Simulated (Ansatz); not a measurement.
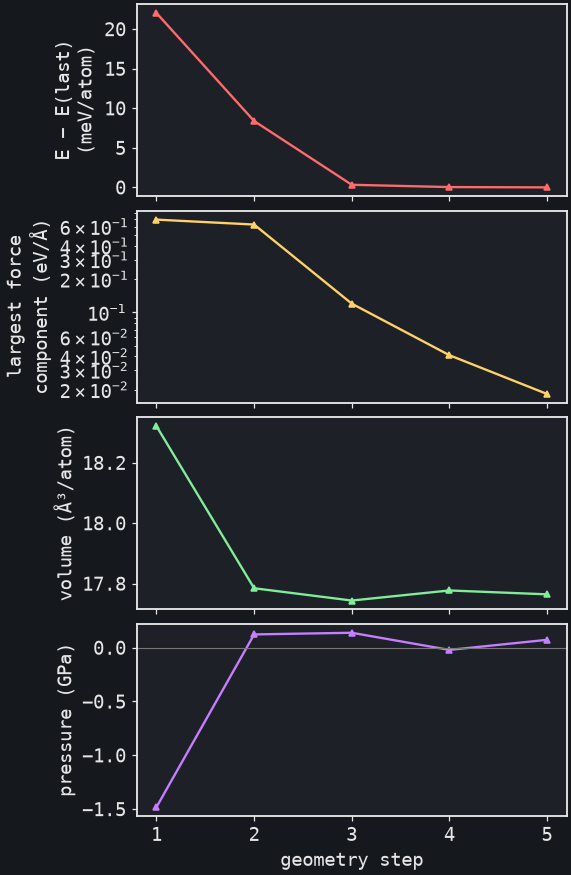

History of a geometry optimisation. Atoms and cell relax. A closing SCF on a freshly chosen basis isn't drawn.

System: Ca4Cu8S7 (P1, 19 atoms in the cell).
Method: DFT PBE, scalar-relativistic, plane waves, PAW (Ansatz 0.2.0); cutoff 420 eV, 2×2×2 k-mesh, Gaussian smearing of 0.1 eV.

Q: How did the optimisation end?

A: The optimisation met its thresholds at geometry 5, counting the start as the first. The energy fell by about 22 meV/atom from the first step to the last. The largest force component goes from about 0.69 eV/Å at the start to 0.018 eV/Å at the end.

Q: What happens to the cell?

A: The volume shrinks from 18.32 to 17.76 Å³ per atom (−3.0 %), as the pressure goes from −1.5 GPa to about 0 GPa. The start was expanded.
